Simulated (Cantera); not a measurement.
Input: 1 mol AlN, 3.8 mol O2, held at 4.05 Torr.

These are equilibrium values from Cantera (NASA tables, ideal gas, pure condensed phases), not measurements of a reactor. Candidate condensed phases: Al, AlN, Al2O3; 16 gas species. Rates play no part.

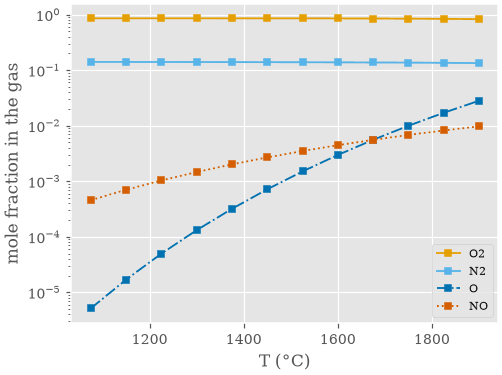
Equilibrium gas composition (values under 1e-9 drawn at 1e-9)

From 1075 °C to 1900 °C the condensed part is Al2O3(s).
